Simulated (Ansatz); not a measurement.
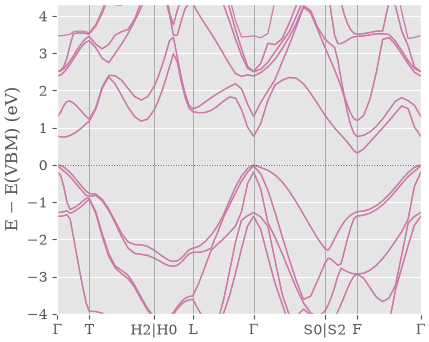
Figure. Band structure from PBE with spin–orbit coupling in the plane-wave PAW code Ansatz

Q: Read off the gap and where the band edges lie.

A: About 0.3 eV (0.32 eV by a search for the band edges); maximum at Γ, minimum at F.

The material is SiGe in space group R-3m (No. 166; Si on 6c, Ge on 6c).

The start of the workflow was typed in or built on a structure type; neither database checked (COD, Materials Project) lists it. Its standing as an ambient phase is unchecked. Symmetry was held in the PBE relaxation; its stability against distortions is not shown here.

Potentials: the earlier of the program's two PAW sets.
